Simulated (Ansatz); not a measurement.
# TlAgI2: a short molecular-dynamics run

What does TlAgI2 do over 60 steps of 1.5 fs under a Langevin thermostat at 2000 K? The cell is a randomly packed cell of 8 atoms, taken as it stands, without a relaxation.

All numbers below are computed with Ansatz 0.2.0 (DFT PBE, plane waves, PAW, scalar-relativistic, no spin polarisation).

### Step 1. The structure to begin with

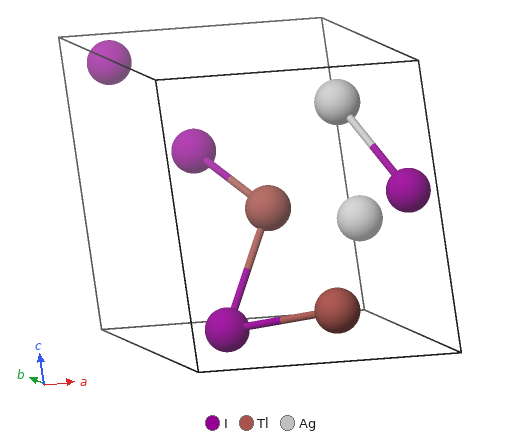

The starting structure, seen slightly off an axis (iodine purple, thallium brown, silver light grey). Each atom of the cell is drawn once.

Coordinates:

```
CELL_PARAMETERS angstrom
6.81303 -0.52788 0.45518
-1.64188 5.82740 1.89079
-0.94078 0.30062 7.67458
ATOMIC_POSITIONS crystal
I 0.15607 0.97982 0.88161
I 0.37988 0.84665 0.58306
I 0.26829 0.43852 0.03895
I 0.97194 0.27797 0.49275
Tl 0.56657 0.06713 0.13921
Tl 0.49369 0.45234 0.43817
Ag 0.83959 0.53127 0.76621
Ag 0.97512 0.86842 0.31012
```

### Step 2. Dynamics

Contents of input.yaml:

```yaml
crystal:
  lattice:
    - [6.813027, -0.527878, 0.455178]
    - [-1.641877, 5.827398, 1.890791]
    - [-0.940777, 0.300624, 7.674579]
  atoms:
    - { symbol: I, position: [0.156065, 0.979825, 0.881612] }
    - { symbol: I, position: [0.379878, 0.846649, 0.583057] }
    - { symbol: I, position: [0.268286, 0.43852, 0.038955] }
    - { symbol: I, position: [0.971942, 0.277966, 0.492751] }
    - { symbol: Tl, position: [0.566574, 0.067133, 0.139206] }
    - { symbol: Tl, position: [0.493686, 0.452339, 0.438175] }
    - { symbol: Ag, position: [0.83959, 0.531274, 0.766209] }
    - { symbol: Ag, position: [0.975121, 0.868422, 0.310117] }
kpoints:
  mp_grid: { grid: [2, 3, 2] }
magnetization:
  spin_polarized: false
scf:
  occupations: { method: fermi_dirac, width: 0.05 }
hamiltonian:
  pseudopotentials: { kind: paw }
  xc: pbe
basis:
  ecutwfc: 420
md:
  timestep: 1.5
  n_steps: 60
  ensemble: nvt_langevin
  temperature: 2000.0
  initial_velocities: maxwell_boltzmann
  seed: 864031
```

Started as:

```
> ansatz run input.yaml --threads 2 --pin off --max-ram 2560MiB --backend cpu --events-out ev --progress --plain --runs-dir out
```

Standard output (excerpt; [...] marks lines left out):

```text
Warning: md: disabling space-group detection — thermal motion breaks the input geometry's symmetry, so no spatial operation reduces the k-mesh or symmetrises the density; time reversal is kept, so that k and −k are solved as one point where they differ and the mesh holds both, and exact [...]
Warning: RAYON_NUM_THREADS=2 ignored (pool sized by the plan → 2); use --threads N
[...]
Pseudopotentials: kind: paw
Pseudopotential: I, paw, valence charge 17, recommended cutoff 420 eV (normal), I.paw.azcp
Pseudopotential: Tl, paw, valence charge 13, recommended cutoff 420 eV (normal), Tl.paw.azcp
Pseudopotential: Ag, paw, valence charge 19, recommended cutoff 420 eV (normal), Ag.paw.azcp
Functional definition: PBE
[...]
Crystal: 8 atoms, lattice volume = 297.383 Å³
Basis set: ecut = 420 eV, 5807 PW (Γ), exchange–correlation on 96×90×108 points (8 copies of the dense FFT grid, shifted against one another)
Bands: 80, of which v1, the nominal top of the filled ones, is band 66 counted from 1 (65 counted from 0)
Symmetry: 1 space group operations
k-points: 8 of 12 (time reversal used)
[...]
SCF iter   1: F=—  HF=-68120.532124 eV  |F-HF|=—  |Δ(HF+E_count)|=         —  Δρ=3.09e-3  dr2=9.30e-2  ethr=1.77e-3  ⟨swp⟩=6.5  Hψ=2369  notcnv=0  defer=33
[...]
md step     0: t =     0.00 fs  T =  1750.0 K  F+E_penalty+E_count = -68120.51599824 eV  E_kin = 1.809640 eV  (9 SCF iters)
[...]
md step     1: t =     1.50 fs  T =  1835.1 K  F+E_penalty+E_count = -68120.52343476 eV  E_kin = 1.897680 eV  (7 SCF iters)
[...]
SCF iter   3: F=—  HF=-68120.529701 eV  |F-HF|=—  |Δ(HF+E_count)|=   7.75e-4  Δρ=1.72e-4  dr2=1.31e-4  ethr=1.19e-6  ⟨swp⟩=2.0  Hψ=1080  notcnv=0
```

### Step 3. The log goes on

Output, continued (excerpt; [...] marks lines left out):

```text
SCF iter   4: F=—  HF=-68120.529661 eV  |F-HF|=—  |Δ(HF+E_count)|=   3.97e-5  Δρ=3.12e-5  dr2=5.02e-6  ethr=9.89e-8  ⟨swp⟩=2.0  Hψ=1080  notcnv=0
[...]
md step     2: t =     3.00 fs  T =  1795.7 K  F+E_penalty+E_count = -68120.52946251 eV  E_kin = 1.856895 eV  (7 SCF iters)
[...]
md step    16: t =    24.00 fs  T =  2220.5 K  F+E_penalty+E_count = -68120.56551189 eV  E_kin = 2.296135 eV  (5 SCF iters)
[...]
md step    30: t =    45.00 fs  T =  2370.7 K  F+E_penalty+E_count = -68120.70745412 eV  E_kin = 2.451454 eV  (7 SCF iters)
[...]
md step    44: t =    66.00 fs  T =  1947.2 K  F+E_penalty+E_count = -68120.80035017 eV  E_kin = 2.013601 eV  (5 SCF iters)
[...]
md step    58: t =    87.00 fs  T =  2094.7 K  F+E_penalty+E_count = -68120.97025689 eV  E_kin = 2.166116 eV  (5 SCF iters)
md step    59: t =    88.50 fs  T =  1921.6 K  F+E_penalty+E_count = -68120.96915719 eV  E_kin = 1.987043 eV  (5 SCF iters)
[...]
md step    60: t =    90.00 fs  T =  1876.6 K  F+E_penalty+E_count = -68120.96621237 eV  E_kin = 1.940515 eV  (7 SCF iters)
SCF converged after 7 iterations
Free energy (F): -68120.966212 eV
[...]
E sigma→0 (E₀):  -68120.965510 eV
Entropy (-TS):   -0.001404 eV (-0.176 meV/atom)
Fermi energy:    6.844237 eV
[...]
--- Forces (eV/Å), atoms counted from 1 ---
  atom   1  I     -0.93985940    -1.21306868    -0.36692119
  atom   2  I      0.22757265    -0.17815933    -0.41786029
  atom   3  I     -0.18724396     0.88075057     0.51281048
  atom   4  I     -0.12716108     0.36736167    -0.90347829
  atom   5  Tl     0.53710345     0.26185732     0.15107277
  atom   6  Tl     0.14587195    -0.05410906     0.38519513
  atom   7  Ag    -0.10186013    -0.08286697     0.89891365
  atom   8  Ag     0.44556824     0.01823825    -0.25972938
[...]
--- MD trajectory: 60 steps, t = 0.0 → 90.0 fs ---
  final state: T = 1876.6 K   F+E_penalty+E_count = -68120.96621237 eV   E_kin = 1.940515 eV
```

Wall time 11 min (2 threads of an Arm CPU, shared host); peak memory 1 GiB.

### Step 4. The trajectory

One step in 3; energies are changes from step 0; msd is the mean square displacement from the start, the centre of mass held:

```
time (fs)  T (K)  potential energy change (meV/atom)  msd Ag (Å²)  msd I (Å²)  msd Tl (Å²)
      0.0   1750                                 0.0        0.000       0.000        0.000
      4.5   1706                                -2.3        0.001       0.001        0.001
      9.0   1801                                -3.7        0.004       0.002        0.002
     13.5   1745                                -3.3        0.008       0.004        0.005
     18.0   1841                                -4.5        0.015       0.007        0.009
     22.5   2093                                -6.1        0.023       0.012        0.014
     27.0   2591                                -7.3        0.034       0.017        0.021
     31.5   2632                               -10.8        0.047       0.024        0.029
     36.0   2761                               -15.5        0.062       0.033        0.038
     40.5   2376                               -20.5        0.080       0.044        0.048
     45.0   2371                               -23.9        0.100       0.056        0.058
     49.5   2759                               -26.4        0.123       0.070        0.068
     54.0   2691                               -28.0        0.148       0.086        0.077
     58.5   2068                               -29.5        0.174       0.103        0.085
     63.0   1727                               -32.2        0.203       0.118        0.090
     67.5   1904                               -36.9        0.229       0.133        0.095
     72.0   1713                               -40.8        0.260       0.150        0.100
     76.5   1694                               -46.5        0.290       0.168        0.107
     81.0   1900                               -52.6        0.321       0.187        0.114
     85.5   2135                               -56.4        0.353       0.207        0.124
     90.0   1877                               -56.3        0.382       0.230        0.135
```

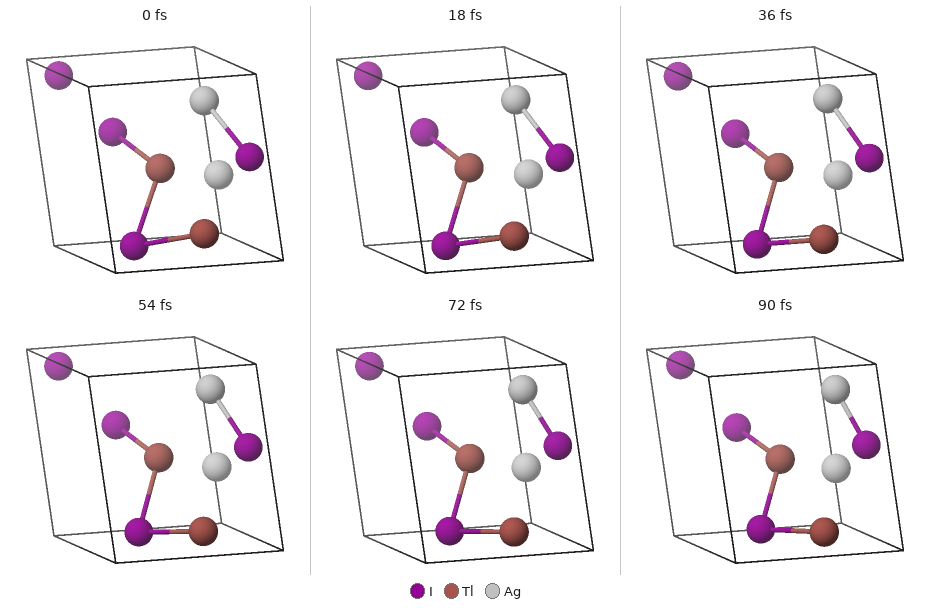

The system at six times, viewed slightly off an axis. Each atom of the cell is drawn once. Atoms are followed across the cell's faces. Sticks are the contacts of the first frame, kept unless stretched by 40 %.

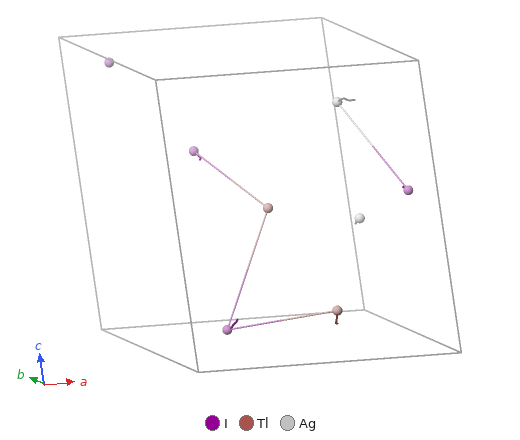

The track of every atom over the whole run, drawn from its starting place (pale balls).

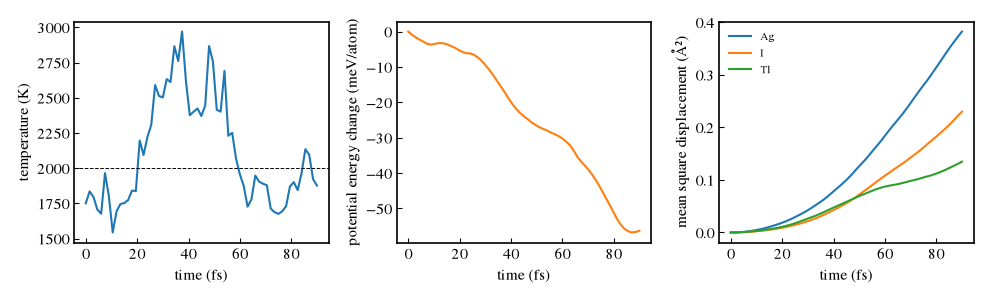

Traces against time; each panel has its own scale. The dashed line is the set temperature.

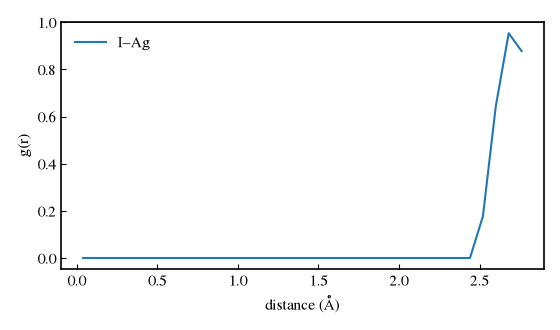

Pair distribution functions over the second half of the run, in bins of 0.08 Å, lightly smoothed, out to 2.8 Å.

### Step 5. Frames from the trajectory

Positions (Å) and forces (eV/Å):

```xyz
8
Lattice="6.813 -0.528 0.455 -1.642 5.827 1.891 -0.941 0.301 7.675" Properties=species:S:1:pos:R:3:forces:R:3 pbc="T T T" time_fs=12.0 T=1694 dE=-0.0262
I    -1.390    5.932    8.688   -0.780   -1.135    0.971
I     0.707    4.969    6.249    0.284    0.218   -1.086
I     1.102    2.383    1.254    0.390   -0.040    0.744
I     5.723    1.298    4.743   -0.876    0.703   -0.449
Tl    3.607    0.094    1.389   -0.049    0.154   -0.082
Tl    2.179    2.530    4.467    0.047   -0.153   -0.057
Ag    4.151    2.775    7.275    0.554    0.171   -0.063
Ag    4.918    4.649    4.494    0.430    0.083    0.021
8
Lattice="6.813 -0.528 0.455 -1.642 5.827 1.891 -0.941 0.301 7.675" Properties=species:S:1:pos:R:3:forces:R:3 pbc="T T T" time_fs=22.5 T=2093 dE=-0.0487
I    -1.391    5.988    8.683   -0.708   -1.337    0.753
I     0.744    5.017    6.237    0.213    0.187   -0.989
I     1.141    2.352    1.257    0.312    0.229    0.819
I     5.726    1.359    4.727   -0.889    0.732   -0.395
Tl    3.600    0.070    1.318   -0.010    0.137   -0.064
Tl    2.161    2.550    4.478    0.085   -0.143   -0.050
Ag    4.179    2.688    7.294    0.553    0.138   -0.088
Ag    4.927    4.662    4.502    0.444    0.056    0.015
8
Lattice="6.813 -0.528 0.455 -1.642 5.827 1.891 -0.941 0.301 7.675" Properties=species:S:1:pos:R:3:forces:R:3 pbc="T T T" time_fs=33.0 T=2612 dE=-0.0981
I    -1.383    6.032    8.678   -0.686   -1.443    0.544
I     0.774    5.081    6.213    0.180    0.121   -0.897
I     1.172    2.322    1.293    0.242    0.441    0.834
I     5.730    1.441    4.732   -0.920    0.769   -0.289
Tl    3.587    0.039    1.234    0.045    0.115   -0.018
Tl    2.158    2.568    4.490    0.119   -0.109   -0.018
Ag    4.213    2.598    7.309    0.559    0.082   -0.137
Ag    4.912    4.688    4.477    0.461    0.023   -0.019
8
Lattice="6.813 -0.528 0.455 -1.642 5.827 1.891 -0.941 0.301 7.675" Properties=species:S:1:pos:R:3:forces:R:3 pbc="T T T" time_fs=45.0 T=2371 dE=-0.1915
I    -1.379    6.076    8.683   -0.693   -1.528    0.253
I     0.792    5.142    6.182    0.139    0.060   -0.773
I     1.204    2.272    1.355    0.129    0.689    0.854
I     5.703    1.531    4.750   -0.889    0.804   -0.155
Tl    3.565   -0.008    1.151    0.150    0.096    0.043
Tl    2.159    2.598    4.488    0.136   -0.106    0.049
Ag    4.263    2.486    7.301    0.551    0.010   -0.196
Ag    4.883    4.703    4.418    0.477   -0.026   -0.075
8
Lattice="6.813 -0.528 0.455 -1.642 5.827 1.891 -0.941 0.301 7.675" Properties=species:S:1:pos:R:3:forces:R:3 pbc="T T T" time_fs=57.0 T=2251 dE=-0.2322
I    -1.348    6.107    8.684   -0.715   -1.591   -0.026
I     0.830    5.205    6.155    0.148    0.001   -0.663
I     1.245    2.220    1.394   -0.012    0.900    0.943
I     5.703    1.630    4.801   -0.831    0.794   -0.189
Tl    3.546   -0.057    1.105    0.314    0.091    0.091
Tl    2.174    2.624    4.485    0.160   -0.090    0.100
Ag    4.320    2.363    7.252    0.464   -0.035   -0.132
Ag    4.851    4.694    4.383    0.472   -0.069   -0.123
8
Lattice="6.813 -0.528 0.455 -1.642 5.827 1.891 -0.941 0.301 7.675" Properties=species:S:1:pos:R:3:forces:R:3 pbc="T T T" time_fs=67.5 T=1904 dE=-0.2955
I    -1.324    6.116    8.689   -0.703   -1.553   -0.168
I     0.867    5.257    6.134    0.172   -0.036   -0.583
I     1.263    2.205    1.415   -0.076    0.941    0.936
I     5.708    1.721    4.845   -0.699    0.718   -0.326
Tl    3.561   -0.090    1.088    0.339    0.122    0.092
Tl    2.205    2.641    4.464    0.156   -0.080    0.144
Ag    4.366    2.271    7.227    0.339   -0.032    0.067
Ag    4.832    4.681    4.373    0.472   -0.081   -0.162
8
Lattice="6.813 -0.528 0.455 -1.642 5.827 1.891 -0.941 0.301 7.675" Properties=species:S:1:pos:R:3:forces:R:3 pbc="T T T" time_fs=78.0 T=1730 dE=-0.3874
I    -1.309    6.111    8.704   -0.746   -1.453   -0.271
I     0.886    5.306    6.115    0.202   -0.066   -0.508
I     1.286    2.206    1.441   -0.116    0.943    0.849
I     5.699    1.821    4.888   -0.491    0.582   -0.529
Tl    3.571   -0.128    1.079    0.362    0.170    0.094
Tl    2.229    2.657    4.448    0.141   -0.079    0.210
Ag    4.405    2.182    7.223    0.174   -0.038    0.364
Ag    4.829    4.670    4.351    0.473   -0.059   -0.209
8
Lattice="6.813 -0.528 0.455 -1.642 5.827 1.891 -0.941 0.301 7.675" Properties=species:S:1:pos:R:3:forces:R:3 pbc="T T T" time_fs=90.0 T=1877 dE=-0.4502
I    -1.277    6.074    8.736   -0.940   -1.213   -0.367
I     0.875    5.373    6.084    0.228   -0.178   -0.418
I     1.320    2.207    1.502   -0.187    0.881    0.513
I     5.668    1.912    4.922   -0.127    0.367   -0.903
Tl    3.560   -0.189    1.069    0.537    0.262    0.151
Tl    2.233    2.672    4.432    0.146   -0.054    0.385
Ag    4.468    2.094    7.211   -0.102   -0.083    0.899
Ag    4.822    4.660    4.323    0.446    0.018   -0.260
```

### Step 6. What came out

```
                             quantity                             value
                               length                60 steps of 1.5 fs
     temperature, first and last step                   1750 and 1877 K
             temperature, second half  mean 2050 K, from 1675 to 2867 K
        potential energy, second half       -39 meV/atom from the start
mean square displacement, second half    Ag 0.234, I 0.137, Tl 0.096 Å²
```

What this shows: Against a set 2000 K the second half averages 2050 K with a spread of 324 K (in equilibrium 8 atoms would scatter by about 577 K, over a far longer run). Over the second half Ag atoms stand 0.5 Å (root mean square) from where they began, and the farthest move is 0.9 Å. 90 fs on 8 atoms is far too short and small for converged averages. The k-mesh is coarse.
